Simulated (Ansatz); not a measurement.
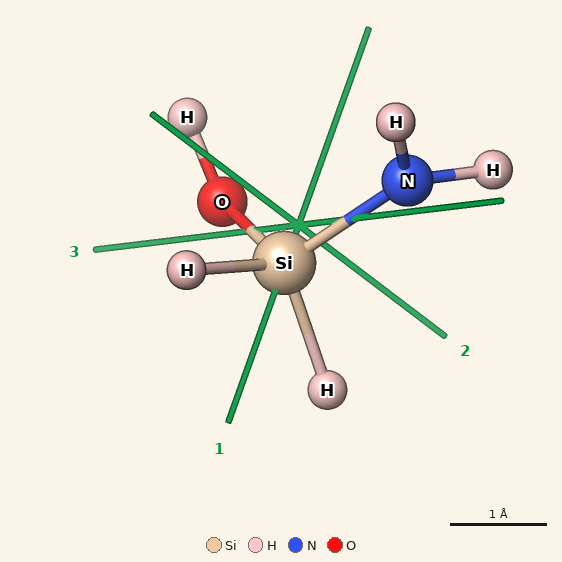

The three principal axes of inertia are drawn and numbered. Atoms fade into the background with distance from the viewer. The geometry was computed by an optimisation with PBE0-D4/def2-TZVP. Masses are those of the most abundant isotopes; constants are for the rigid equilibrium geometry.

**Which line is the a axis (least moment of inertia), which b and which c?**

a is line 3, b is line 1, c is line 2; the moments are 21.9, 75.1, 87.3 u Å².

**Classify the rotor and give the rotational constants (MHz).**

An asymmetric top (C1): A = 23039, B = 6730, C = 5788 MHz. Ray's parameter κ is −0.89, close to the prolate limit.
